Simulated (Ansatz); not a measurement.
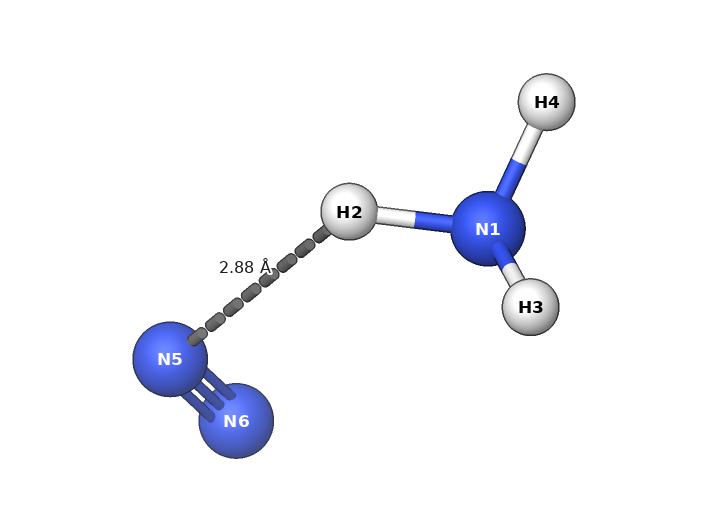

Two molecules or ions; the broken line marks their closest contact (measured against van der Waals radii). The geometry was computed by an optimisation with PBE0-D4/def2-TZVP. No frequency run is at hand to confirm it as a minimum. Program: Ansatz 0.2.0.

> Which two species are they?

NH3 and N2 (`N.N#N`).

Give the counterpoise-corrected interaction energy (kJ/mol, monomers kept as in the pair) with CCSD(T)/CBS (MP2 limit from def2-TZVPPD and def2-QZVPPD plus CCSD(T) − MP2).

| level | interaction energy (kJ/mol) |
| --- | --- |
| CCSD(T)/CBS (MP2 limit from def2-TZVPPD and def2-QZVPPD plus CCSD(T) − MP2) | −2.8 |
